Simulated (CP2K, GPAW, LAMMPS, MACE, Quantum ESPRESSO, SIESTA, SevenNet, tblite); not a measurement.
**Amorphous Cd8Zn24Te9S23 (64 atoms) in tblite**

Wanted: tblite inputs and outputs for amorphous Cd8Zn24Te9S23 (64 atoms), checked against a plane-wave reference.

Main program and level: tblite 0.8.0; the method is named at each step.

### 1. The starting structure

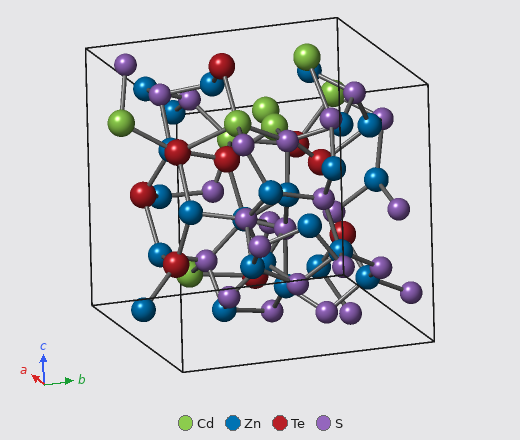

The cell as given, from a free direction (cadmium green, zinc blue, tellurium red, sulfur purple). Some periodic images of atoms are drawn too.

The cell holds 64 atoms: 8 Cd, 24 Zn, 9 Te and 23 S. Cell: a = 11.623 Å, b = 11.623 Å, c = 11.623 Å, α = 90.0°, β = 90.0°, γ = 90.0°. 64 atoms (8 Cd, 24 Zn, 9 Te, 23 S) placed at random at 4.61 g/cm³, melted at 2500 K for 10 ps at fixed volume with the Stillinger-Weber II-VI potential (Zhou et al., Phys. Rev. B 88, 085309 (2013)). Quenched from 2500 K to 300 K at 100 K/ps and fixed volume, held 5 ps.

The yardstick, on the same geometry:

```
method                 : Kohn-Sham DFT, PBE, SSSP efficiency 1.3.0 pseudopotentials, plane waves (Quantum ESPRESSO 7.5); sssp-pbe-1.3.0-efficiency, cutoffs 60/480 Ry, Γ point
r.m.s. force component : 0.4539 eV/Å
longest force          : 1.653 eV/Å
pressure               : -0.8867 GPa
time                   : 9.5 min on 4 MPI ranks of Arm Neoverse V1, shared host
CPU time               : 38 min
```

### 2. GFN1-xTB

Method: GFN1-xTB tight binding, diagonalisation.

The input, run.py:

```python
import numpy as np
from ase.io import read
from tblite.ase import TBLite

atoms = read("structure.xyz")
atoms.calc = TBLite(method="GFN1-xTB", electronic_temperature=580, accuracy=1.0, max_iterations=250, mixer_damping=0.1, verbosity=1)
energy = atoms.get_potential_energy()
forces = atoms.get_forces()
print(f"energy {energy:.6f} eV")
print("forces (eV/A)")
for i, (a, f) in enumerate(zip(atoms, forces)):
    print(f"{i:4d} {a.symbol:2s} {f[0]:10.5f} {f[1]:10.5f} {f[2]:10.5f}")
stress = -atoms.get_stress(voigt=False) * 160.21766
print("stress (GPa, compression positive)")
for row in stress:
    print(" ".join(f"{x:10.4f}" for x in row))
print("charges (e)")
print(np.array2string(atoms.get_charges(), precision=4, suppress_small=True, max_line_width=110, threshold=100000))
```

The input, structure.xyz:

```xyz
64
Lattice="11.62280 0.00000 0.00000 0.00000 11.62280 0.00000 0.00000 0.00000 11.62280" Properties=species:S:1:pos:R:3 pbc="T T T"
Cd 1.48423 7.78239 11.29074
Cd 10.00746 9.61380 10.49190
Cd 11.15870 1.39346 8.19094
Cd 3.04250 3.54902 9.32137
Cd 6.06861 6.65161 8.71815
Cd 9.82859 6.28247 7.93151
Cd 0.08833 4.15190 11.31991
Cd 1.80816 1.05965 3.84959
Zn 6.92428 4.13167 10.73110
Zn 6.59466 6.19077 2.53261
Zn 7.19393 7.55947 5.25548
Zn 1.14764 6.78446 3.66885
Zn 5.78316 1.14275 3.66664
Zn 3.18430 0.26163 7.08084
Zn 10.57605 10.92206 5.16076
Zn 5.76979 8.21627 11.15126
Zn 11.25575 9.98317 2.50808
Zn 1.52119 0.39576 11.30434
Zn 7.08561 2.20589 7.94291
Zn 3.62957 6.13800 2.22902
Zn 9.24745 3.82193 4.35506
Zn 0.40436 9.27906 7.50066
Zn 10.34336 7.90629 4.49454
Zn 3.54856 9.87950 2.19264
Zn 7.62084 10.10428 2.27993
Zn 4.20757 4.50616 5.29151
Zn 5.41541 0.52349 11.33537
Zn 3.55751 10.15356 9.02487
Zn 7.40059 10.18587 8.06983
Zn 3.76218 3.31413 1.46180
Zn 9.08949 1.47261 0.29092
Zn 9.49966 6.68299 1.50817
Te 5.29674 4.14655 7.75287
Te 9.33753 5.44796 10.75179
Te 5.85963 0.44643 6.43740
Te 0.16597 3.50323 3.91491
Te 7.74369 2.54830 2.55504
Te 9.37425 3.32342 7.10246
Te 1.32047 5.94239 9.25338
Te 2.97544 8.58111 4.44386
Te 3.55600 7.86561 7.63467
S 5.78595 10.27037 9.90495
S 1.60522 10.69797 5.67936
S 5.91659 4.30718 1.34813
S 11.59177 7.78402 1.74377
S 9.47723 10.86639 1.01130
S 3.87330 2.57608 3.72592
S 0.00883 7.15314 6.39893
S 3.43744 1.83733 11.22239
S 3.71023 8.00730 0.79698
S 1.58767 4.74175 1.79549
S 8.58042 9.70655 4.45572
S 1.32372 9.95051 9.92448
S 1.63045 11.18102 1.84291
S 4.96863 6.63313 4.41701
S 1.85570 2.24599 7.42313
[... 4 atom lines left out ...]
S 1.72680 4.77778 5.75026
S 8.76313 6.18124 3.90677
S 11.25622 1.69007 10.76632
S 7.27239 1.83687 10.42751
```

The run is started by

```bash
$ OMP_NUM_THREADS=1 python run.py > output.txt
```

The program printed:

```text
------------------------------------------------------------
  cycle        total energy    energy error   density error
------------------------------------------------------------
      1     -144.6339611439  -1.4430136E+02   6.6226392E-01
      2     -146.6811726713  -2.0472115E+00   5.2307518E-01
      3     -147.2667147381  -5.8554207E-01   3.1470657E-01
      4     -147.5017482244  -2.3503349E-01   2.2159219E-01
      5     -147.5564969378  -5.4748713E-02   1.0364638E-01
      6     -147.6252294297  -6.8732492E-02   3.7193976E-02
      7     -147.6394756020  -1.4246172E-02   1.9374995E-02
      8     -147.6419045787  -2.4289767E-03   1.1857164E-02
      9     -147.6429726312  -1.0680525E-03   5.9105520E-03
     10     -147.6432030069  -2.3037568E-04   2.5972168E-03
     11     -147.6433238129  -1.2080607E-04   1.1411515E-03
     12     -147.6433310902  -7.2772790E-06   6.2461128E-04
     13     -147.6433327585  -1.6682778E-06   2.8918411E-04
     14     -147.6433334439  -6.8539390E-07   1.7451041E-04
     15     -147.6433334917  -4.7837290E-08   1.1007793E-04
     16     -147.6433335385  -4.6784891E-08   4.4959960E-05
     17     -147.6433335577  -1.9145290E-08   2.6352735E-05
     18     -147.6433335593  -1.6891590E-09   1.6853906E-05
------------------------------------------------------------
 total:                                   2.764 sec
energy -4017.579743 eV
forces (eV/A)
   0 Cd   -0.05968   -0.13714   -0.44630
   1 Cd   -0.10074   -0.82870   -1.31135
   2 Cd    0.00707    0.17674   -0.26866
   3 Cd   -0.67057    0.48075   -0.35185
   4 Cd   -1.29447    0.24276    1.19878
   5 Cd    0.35072   -0.99112    0.26008
   6 Cd    0.71057    0.18974   -0.35925
   7 Cd   -0.22544    0.64805    0.51244
   8 Zn    0.26575    0.40621    0.15467
   9 Zn    0.15836    0.31122   -0.07057
  10 Zn    0.03936    0.51144   -0.04923
  11 Zn    0.17815   -0.57800    0.61519
  12 Zn    0.22991    0.10175    0.72955
  13 Zn    0.20094    0.50566   -0.01858
  14 Zn   -0.06085    0.61961    0.25302
  15 Zn    0.01554   -0.27301   -0.32829
  16 Zn   -0.15598    0.67989   -0.37472
  17 Zn   -0.23251   -0.05061   -0.21881
  18 Zn    0.47375    0.23871   -0.05060
  19 Zn   -0.23591   -0.23008   -0.42888
  20 Zn   -0.25383   -0.45113    0.52092
  21 Zn    0.33827   -0.34978    0.21078
  22 Zn   -0.05739   -0.07801    0.38852
  23 Zn    0.25633    0.09091    0.20974
[...]
56 S    -0.46562   -0.37288    0.53648
  57 S     0.04348   -0.17802   -0.07316
  58 S     0.11952    0.48194   -0.22065
  59 S     0.36074    0.47302   -0.81988
  60 S    -0.92541   -0.59820   -2.13805
  61 S    -0.12881   -0.30773   -0.19028
  62 S    -0.33461   -0.05362    0.18764
  63 S    -0.28296   -0.05643   -0.29124
stress (GPa, compression positive)
    1.8303     0.1793    -0.5179
    0.1793     2.3926     0.0599
   -0.5179     0.0599     1.3151
charges (e)
[ 0.133  -0.2011  0.0626  0.0398 -0.1361  0.0064  0.0232  0.07    0.1897  0.2735  0.2769  0.2125  0.2013
  0.1727  0.1226  0.26    0.265   0.3454  0.1603  0.2423  0.1251  0.271   0.2669  0.3045  0.3006  0.2149
  0.3104  0.1954  0.2441  0.2973  0.2521  0.2791  0.0039  0.012  -0.0642  0.0558 -0.0696 -0.0466 -0.016
  0.0531 -0.0891 -0.2392 -0.206  -0.2536 -0.2301 -0.233  -0.2655 -0.2012 -0.2563 -0.2856 -0.245  -0.2963
 -0.2301 -0.2548 -0.2356 -0.2349 -0.2927 -0.2958 -0.2038 -0.1892 -0.2012 -0.2666 -0.2266 -0.2774]
```

Elapsed: 3.4 s, on 1 thread of Arm Neoverse V1, shared host; peak memory 0.11 GiB.

Banners, paths, timers and routine set-up lines are dropped from the logs unmarked, and long logs keep their key lines alone; longer cuts are marked.

Against the reference:

```
r.m.s. force component                  : 0.5108 eV/Å
r.m.s. difference of force components   : 325.6 meV/Å
longest difference of force vectors     : 1396 meV/Å
force difference over r.m.s. force      : 71.74 %
slope of forces against the reference's : 0.876
correlation of force components         : 0.7784
pressure                                : 1.846 GPa
pressure difference                     : 2.733 GPa
```

Length of the force difference by element (eV/Å):

| element | atoms | mean | most |
| --- | --- | --- | --- |
| Cd | 8 | 0.50 | 1.2 |
| S | 23 | 0.53 | 1.4 |
| Te | 9 | 0.51 | 1.2 |
| Zn | 24 | 0.36 | 0.86 |

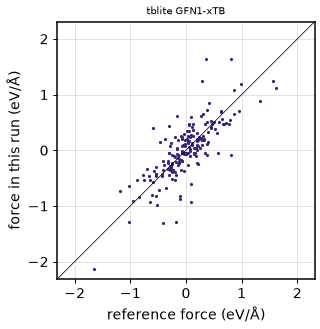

Force components against those of the reference; the line marks equality.

A closer look about Cd2, whose charge lies farthest from its element's mean: 9 atoms, nearest first, numbered in the order of the input, with positions taken from that point.

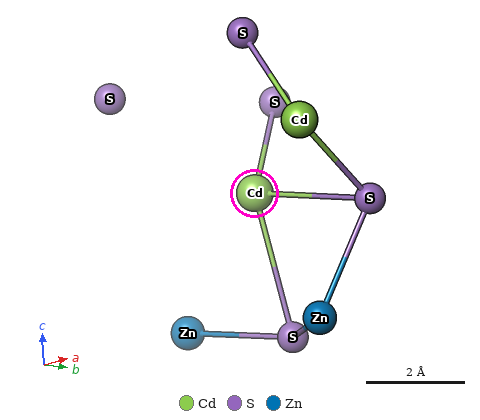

The atoms of the table, within 3.8 Å (arrows a, b, c point along x, y, z); some may hide others; the central atom is ringed.

| atom | x | y | z | distance (Å) | Mulliken charge (e) | Fx | Fy | Fz (eV/Å) |
| --- | --- | --- | --- | --- | --- | --- | --- | --- |
| Cd2 | 0.00 | 0.00 | 0.00 | 0.00 | -0.20 | -0.10 | -0.83 | -1.31 |
| S46 | -0.53 | 1.25 | 2.14 | 2.54 | -0.23 | -0.08 | 0.86 | 1.64 |
| S53 | 2.94 | 0.34 | -0.57 | 3.01 | -0.23 | 0.23 | 0.57 | -0.20 |
| S59 | -0.06 | 1.02 | -2.89 | 3.06 | -0.20 | 0.12 | 0.48 | -0.22 |
| Zn29 | -2.61 | 0.57 | -2.42 | 3.60 | 0.24 | 0.12 | 0.30 | -0.46 |
| Zn22 | 2.02 | -0.33 | -2.99 | 3.62 | 0.27 | 0.34 | -0.35 | 0.21 |
| S57 | -2.50 | -1.57 | 2.21 | 3.69 | -0.29 | -0.47 | -0.37 | 0.54 |
| Cd1 | 3.10 | -1.83 | 0.80 | 3.69 | 0.13 | -0.06 | -0.14 | -0.45 |
| S45 | 1.58 | -1.83 | 2.87 | 3.76 | -0.23 | -0.46 | 0.05 | 0.66 |

Atoms are counted from 1 here, from 0 in the log.

Forces lie 72 % from the reference's, at 0.0015 times its CPU time (on 1 against 4 cores).

### 3. Results

```json
{"force difference from the reference": "tblite GFN1-xTB, 72 %", "its CPU time": "3.4 s"}
```

In words: Tight binding differs by 72 % (tblite GFN1-xTB); it is another model, with fitted parameters of its own, and the xTB methods hold dispersion. One electronic-structure run takes under half the reference's CPU time: tblite GFN1-xTB, at 72 % in 3.4 s against 38 min, too far off to be of use; its pressure misses by +2.7 GPa. Periodic xTB results under one method name differ between programs and library versions. The reference's pressure holds the uncorrected Pulay stress of its 60 Ry basis, so small pressure differences, and their order, may be the reference's own error. The quench rate of 100 K/ps is many orders above laboratory rates, so the cell is likely richer in defects and strain than a real sample. The network of bonds at the start is that of the classical potential that made the cell, and needn't be the one that DFT or experiment would give. The electronic-structure runs sample only Γ, in a cell whose shortest periodic width is 12 Å, which is coarse for a cell with partly filled levels. Spin–orbit coupling is left out, which matters for the levels of the heavy elements.

[Also dropped from logs without a mark: logging warnings of Python, and SIESTA's first energy breakdown and zero terms.]

[Logs are printed without paths, hosts, clocks, repeated set-up lines and the standing remarks that a program may print on its own settings, such as how far it seeks lower states.]

[Hosts, paths, dates, database ids (printed as entryN), source tags and the programs' standing remarks are cut or masked in the printed files.]
